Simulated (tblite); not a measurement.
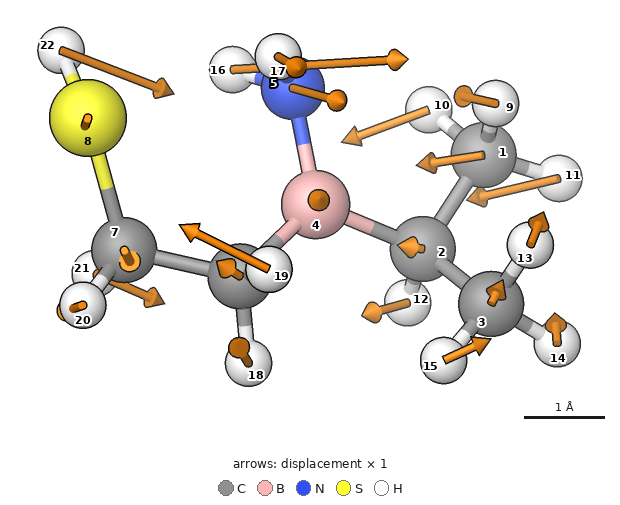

This is a relaxation of C5H14BNS. The starting structure is drawn; orange arrows show the displacements, at their true length. The two geometries are superimposed by the best rigid fit.

Style: ball-and-stick. Shown at a tilt.

Level of theory: GFN2-xTB geometry optimisation, gas phase (tblite). 

> Atoms of which element are displaced furthest, and by how much?

Hydrogen: up to 2.98 Å, against 1.66 Å for nitrogen.

> What happened in the run?

The atom that moves furthest after the best rigid fit is an H atom (2.98 Å). By element the largest moves are H 2.98 Å, N 1.66 Å, S 1.63 Å, C 0.95 Å, B 0.78 Å. Some distances before and after: B–N 1.502 → 1.380 Å, H–S 1.393 → 1.331 Å, H–N 1.049 → 1.007 Å, C–H 1.134 → 1.094 Å. Among the angles between lasting bonds that change: C–S–H 115.3° → 95.8°, B–N–H 108.2° → 123.6°, B–N–H 114.6° → 123.8°. Groups turn about B–C by about 80°, B–C by about 60°, C–S by about 50°. After 195 geometry steps the energy has fallen by 44.3 kcal/mol. Cost: 4.2 s on 1 thread of Intel(R) Xeon(R) Processor @ 2.70GHz, with other jobs on the host.
